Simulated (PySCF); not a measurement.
SMILES c1(ccc(cc1)B(O)O)O (C₆H₇BO₃) at its GFN2-xTB optimised geometry (Å):

```
17

O     -2.4801    -2.0707     0.0832
B     -1.1345    -2.1678    -0.0023
O     -0.5983    -3.4183    -0.0904
C     -0.2804    -0.8400     0.0000
C     -0.9172     0.4015     0.0013
C     -0.2036     1.5832    -0.0004
C      1.1862     1.5566    -0.0017
O      1.9336     2.6928    -0.0041
C      1.8452     0.3313     0.0000
C      1.1163    -0.8400     0.0000
H     -2.9239    -2.9197     0.0736
H      0.3536    -3.4641    -0.1561
H     -1.9958     0.4247     0.0037
H     -0.7212     2.5344    -0.0006
H      1.3535     3.4641    -0.0030
H      2.9239     0.3223     0.0010
H      1.6563    -1.7783     0.0047
```

Calculation: PySCF with PBE0/def2-SVP. Cells within 0.4 Å of a nucleus heavier than hydrogen are left out (blank, or x).

Map of the deformation density (molecule minus spherical neutral atoms) (e/bohr³) on the plane z = 0.0 Å:

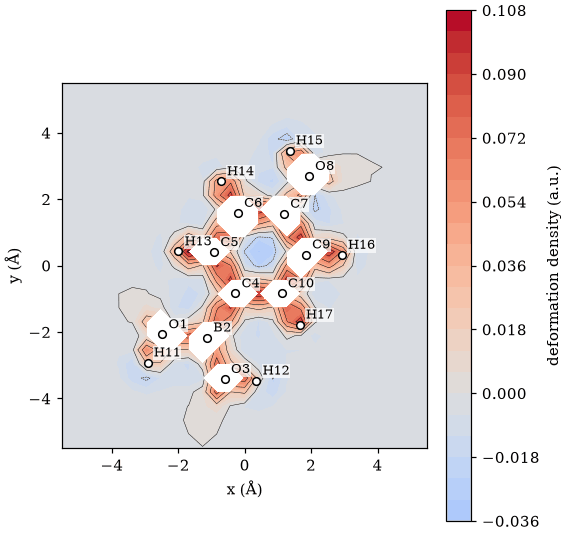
Fig. 1. Deformation density (molecule minus spherical neutral atoms) (e/bohr³) on the plane z = 0.0 Å.
